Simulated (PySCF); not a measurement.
The calculation's input:

```
mol = gto.M(atom='''
Tl    -0.85024     0.44246    -0.00000
Cl     0.60906    -0.31695     2.12071
Cl     0.60906    -0.31695    -2.12071''',
    basis={'Tl': 'def2-SVP', 'Cl': 'def2-SVP'},
    ecp={'Tl': 'def2-SVP'},
    charge=-1, spin=0)
mf = dft.RKS(mol, xc='B88,P86')
mf.grids.atom_grid = (75, 302)  # f atoms: at least (60, 302), unpruned
mf = mf.density_fit()  # Tl def2-universal-JKFIT, Cl def2-universal-JKFIT
mf.conv_tol = 1e-09; mf.max_cycle = 55
mf.kernel(dm0)
```

Run with:

```sh
OMP_NUM_THREADS=2 python run.py
```

Core potentials replace the inner electrons of Tl.

Theory: RKS BP86, Tl def2-SVP with ECP60, Cl def2-SVP; non-relativistic Hamiltonian with scalar-relativistic core potentials where named; density fitting in PySCF.

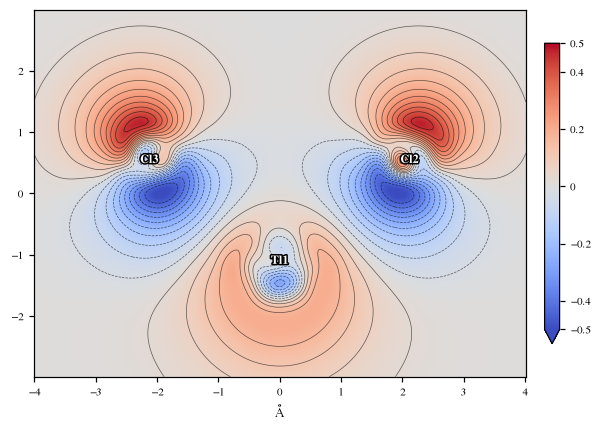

Cl₂Tl (charge −1). The HOMO on the molecular plane (values in Å⁻³ᐟ²; the overall sign is arbitrary).

### What is the character of this orbital?

It lies mainly on Cl2 (about 35 %), Cl3 (about 35 %) and Tl1 (about 30 %); it is symmetric in the molecular plane (an in-plane orbital: σ, lone-pair or in-plane π type). Its energy is −0.75 eV.
